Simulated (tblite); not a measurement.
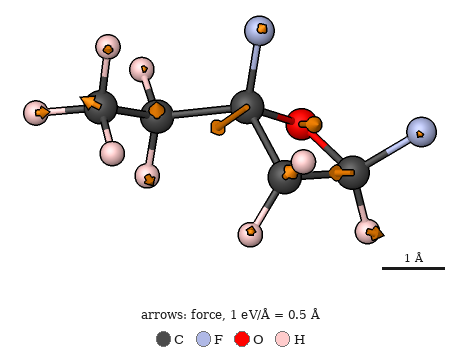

Starting geometry of C5H8F2O with the computed forces as orange arrows. Style: ball-and-stick. Shown from a free direction.

Theory: tblite, GFN2-xTB geometry optimisation, gas phase. 

Is this structure relaxed? If not, where do the atoms go?

It isn't relaxed: the largest force vector, on a C atom, is 2.44 eV/Å. The final displacements have little in common with the starting forces (cosine between the two patterns 0.17). The largest move after the best rigid fit is that of an F atom, 0.34 Å. Largest moves by element: F 0.34 Å, H 0.28 Å, O 0.19 Å, C 0.12 Å. Among the contacts that change: C–O 1.443 → 1.403 Å, C–O 1.458 → 1.420 Å, C–F 1.344 → 1.373 Å, C–C 1.539 → 1.519 Å. Among the angles between lasting bonds that change: C–C–H 113.8° → 118.8°, F–C–H 111.1° → 106.5°, C–C–O 109.8° → 114.0°. The energy falls by 21.3 kJ/mol in 71 geometry steps.
